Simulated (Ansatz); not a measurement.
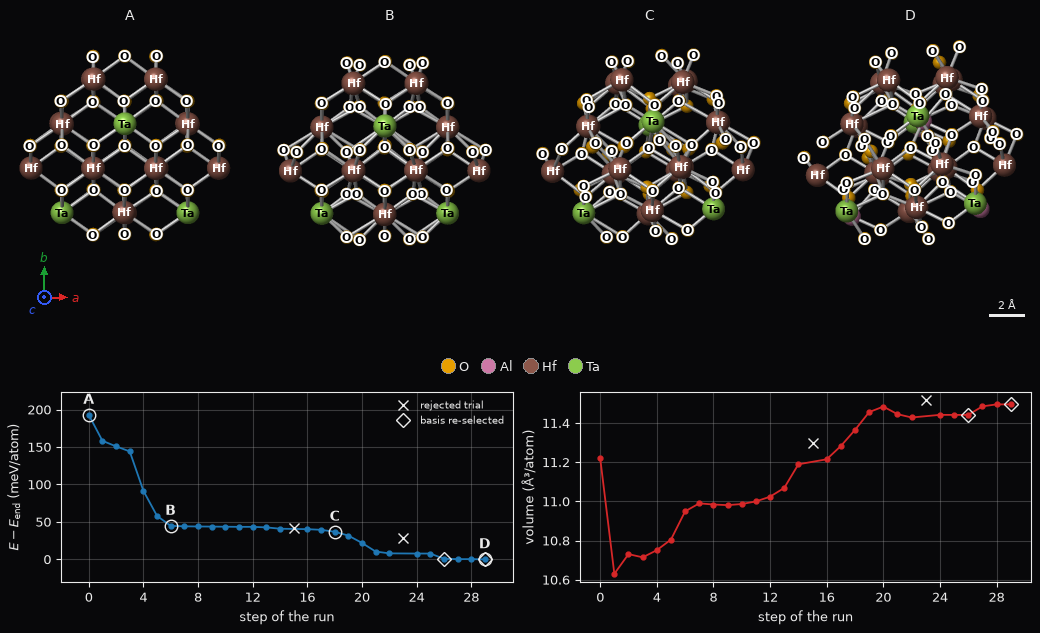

Frames of a relaxation of solid Hf6TaAlO16 (a generated structure, set up in P1) (coarse preliminary run), marked on the history of the run. A ball-and-stick model of the atoms within 5.8 Å of the atom that moves most (axes of the larger cell on standard axes (2 times the calculation's cell)), seen along the c axis.

Case: elements placed on the fluorite lattice at random.

Method: DFT PBE, scalar-relativistic, plane waves, PAW (Ansatz 0.2.0).

The input:
```yaml
crystal:
  lattice:
    - [-5.12557136, 5.12557136, 0.0]
    - [-5.12557136, 0.0, 5.12557136]
    - [0.0, 5.12557136, 5.12557136]
  atoms:
    - { symbol: O, position: [0.8727363936, 0.8737680032, 0.3763070109] }
    - { symbol: O, position: [0.3740032422, 0.8700962809, 0.3774895127] }
    - { symbol: O, position: [0.870441319, 0.3746682282, 0.3792881368] }
    - { symbol: O, position: [0.8765186984, 0.8756688376, 0.8762048389] }
    - { symbol: O, position: [0.374187431, 0.3740346578, 0.378287781] }
    - { symbol: O, position: [0.3774893619, 0.8713777631, 0.8750368854] }
    - { symbol: O, position: [0.8805857036, 0.3721668666, 0.8787065278] }
    - { symbol: O, position: [0.3796448408, 0.3756481435, 0.87342229] }
    - { symbol: O, position: [0.6202804507, 0.6234234216, 0.1311900086] }
    - { symbol: O, position: [0.1322560494, 0.6215655857, 0.1238590438] }
    - { symbol: O, position: [0.6275589627, 0.1293986504, 0.1167376154] }
    - { symbol: O, position: [0.6268312208, 0.6158469582, 0.6244726399] }
    - { symbol: O, position: [0.1223470939, 0.1309877717, 0.1256224108] }
    - { symbol: O, position: [0.1175418151, 0.6201674623, 0.6332862014] }
    - { symbol: O, position: [0.6279098665, 0.1210052214, 0.6217186944] }
    - { symbol: O, position: [0.122037636, 0.126411023, 0.6292231849] }
    - { symbol: Al, position: [0.4956798589, 0.0024357706, 0.99915809] }
    - { symbol: Hf, position: [0.9991888907, 0.9922200838, 0.0015697725] }
    - { symbol: Hf, position: [0.0055355803, 0.5001642273, 0.9982853323] }
    - { symbol: Hf, position: [0.0011160851, 0.0049315982, 0.4916192924] }
    - { symbol: Hf, position: [0.4952104858, 0.5000805877, 0.9992395768] }
    - { symbol: Hf, position: [0.5065483356, 0.9987590295, 0.4976215949] }
    - { symbol: Hf, position: [0.0065358553, 0.4991696477, 0.5017190994] }
    - { symbol: Ta, position: [0.499775819, 0.4987142374, 0.4983745186] }
  symmetry: { detect: false }
basis:
  ecutwfc: 420
kpoints:
  mp_grid: { grid: [2, 2, 2], shift: [0.5, 0.5, 0.5] }
hamiltonian:
  xc: pbe
scf:
  occupations: { method: gaussian, width: 0.1 }
  lower_state_search: "off"
output:
  forces: true
  stress: true
  eigenvalues: true
relax:
  adjacent_minimum: "off"
  f_tol: 0.04
  max_steps: 50
  cell: { stress_tol: 0.3 }
```

Command:
```bash
ansatz run input.yaml --threads 4 --pin off --max-ram 9216MiB --backend cpu --events-out ev --progress --plain --runs-dir out
```

Question: Describe the path.

Answer: The largest move relative to the cell is that of O9, 0.95 Å along [2 1 3]. By element the largest moves are O 0.95 Å, Ta 0.41 Å, Hf 0.37 Å, Al 0.34 Å. The volume changes by +2.4 %, with a 10.251 → 10.223 Å (−0.3 %), b 10.251 → 10.195 Å (−0.5 %), c 7.249 → 7.390 Å (+2.0 %), α 90.0° → 84.2°, β 135.0° → 133.5°, γ 90.0° → 89.1°. Among the contacts that change: O9–Hf19 2.280 → 3.704 Å, O6–Hf21 2.198 → 3.555 Å, O15–Ta24 2.236 → 3.584 Å, O5–Hf23 2.176 → 3.517 Å. Bonds break: O10–Hf18 (2.19 → 3.42 Å), O15–Ta24 (2.24 → 3.58 Å), O16–Hf22 (2.28 → 3.52 Å), O3–Hf20 (2.19 → 3.53 Å). Bond angles that change, for instance: O13–Al17–O15 110.8° → 153.0°, Al17–O15–Hf20 111.4° → 147.5°, Hf22–O5–Ta24 109.4° → 143.6°. The space group stays P1 (No. 1). The energy falls by 193 meV per atom in 25 accepted moves (29 points after the start). Largest force component: 1.4 eV/Å at the start, 0.016 eV/Å at the end. The pressure goes from −9.85 to 0.00 GPa. The line search rejected the trial steps at points 15, 23 of the run. At 2 points the geometry stayed and the basis and grid were re-selected for the new cell (energy shift of 6.9 meV per atom at most each time). The run took 2.4 min on 4 threads of Intel(R) Xeon(R) 6975P-C (Granite Rapids), on a shared host, peak memory 1.2 GiB. From step 0 to 6: O15 moves most (0.44 Å), volume −2.4 %, energy −148 meV per atom. From step 6 to 18: O9 moves most (0.52 Å), volume +3.8 %, energy −7.9 meV per atom. From step 18 to 29: O6 moves most (0.69 Å), volume +1.1 %, energy −36.9 meV per atom.

```csv
step,"E − E(0), meV/atom","largest force component, eV/Å","pressure, GPa","volume, Å³/atom",note
0,0.00,1.3670,-9.85,11.221,
1,-34.64,0.8537,2.77,10.631,
2,-42.10,0.2492,-0.14,10.731,
3,-48.81,0.3426,0.24,10.715,
4,-101.49,0.6477,0.61,10.751,
5,-134.98,0.8706,3.18,10.806,
6,-148.30,0.3635,0.53,10.950,
7,-148.90,0.1220,-0.22,10.990,
8,-149.11,0.0604,-0.08,10.985,
9,-149.24,0.0594,0.02,10.981,
10,-149.43,0.1041,0.11,10.987,
11,-149.59,0.1763,0.15,11.000,
12,-149.60,0.1308,0.06,11.025,
13,-150.31,0.2964,0.22,11.069,
14,-152.10,0.2070,0.51,11.190,
15,-151.45,0.3225,-1.06,11.297,rejected
16,-152.70,0.2214,0.02,11.215,
17,-153.54,0.1940,-0.18,11.283,
18,-156.16,0.2500,-0.58,11.365,
19,-161.22,1.0272,-0.62,11.456,
20,-171.06,0.7823,-0.58,11.485,
21,-182.58,0.3282,0.05,11.446,
22,-185.02,0.1933,0.15,11.429,
23,-164.30,1.5904,-0.93,11.516,rejected
24,-185.27,0.0410,-0.01,11.442,
25,-185.28,0.0083,0.01,11.442,
26,-192.23,0.0119,0.75,11.442,"same geometry, new basis"
27,-192.73,0.0457,0.04,11.486,
28,-192.72,0.0161,-0.01,11.496,
29,-193.02,0.0158,0.00,11.496,"same geometry, new basis"
```
